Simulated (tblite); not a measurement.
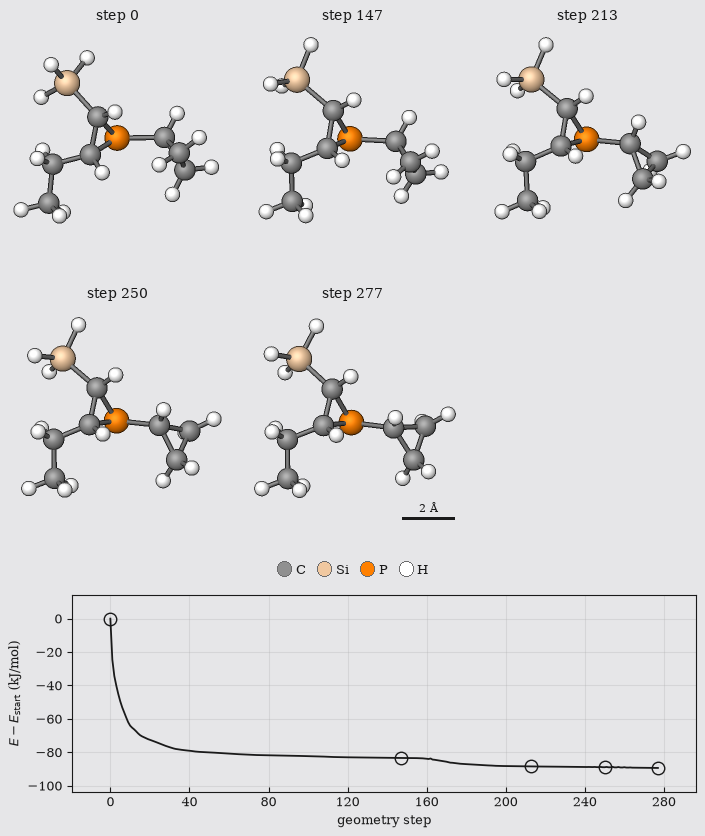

Frames of a relaxation of C₇H₁₅PSi, marked on the history of the run. Style: ball-and-stick. Shown face on.

Theory: GFN2-xTB geometry optimisation, gas phase (tblite 0.8.0). 

Describe the path.

The energy falls by 89.3 kJ/mol in 277 geometry steps. The largest move after the best rigid fit is that of an H atom, 2.53 Å. By element the largest moves are H 2.53 Å, C 1.36 Å, Si 0.57 Å, P 0.28 Å. Some distances before and after: C–Si 1.845 → 1.887 Å, C–H 1.129 → 1.095 Å, H–Si 1.493 → 1.463 Å, C–P 1.819 → 1.848 Å. Among the angles between lasting bonds that change: C–P–C 121.8° → 98.8°, C–P–C 109.9° → 99.9°, Si–C–P 110.6° → 118.5°. Groups turn about C–P by about 105°, C–Si by about 45°. From step 0 to 147: an H atom moves most (1.00 Å), energy −83.4 kJ/mol. From step 147 to 213: an H atom moves most (1.48 Å), energy −5.07 kJ/mol. From step 213 to 250: an H atom moves most (0.64 Å), energy −0.47 kJ/mol. From step 250 to 277: H atoms move most (0.38 Å), energy −0.43 kJ/mol.

| step | E − E(0), kJ/mol |
| --- | --- |
| 0 | 0.00 |
| 1 | -24.59 |
| 2 | -34.34 |
| 3 | -40.06 |
| 4 | -45.07 |
| 5 | -49.44 |
| 6 | -53.09 |
| 7 | -56.15 |
| 8 | -59.11 |
| 9 | -61.96 |
| 10 | -64.03 |
| 24 | -74.29 |
| 38 | -78.79 |
| 52 | -80.14 |
| 66 | -81.18 |
| 80 | -81.76 |
| 94 | -82.11 |
| 108 | -82.54 |
| 122 | -82.99 |
| 136 | -83.19 |
| 151 | -83.40 |
| 165 | -84.63 |
| 179 | -86.99 |
| 193 | -87.92 |
| 207 | -88.34 |
| 221 | -88.53 |
| 235 | -88.69 |
| 249 | -88.89 |
| 263 | -89.04 |
| 277 | -89.33 |
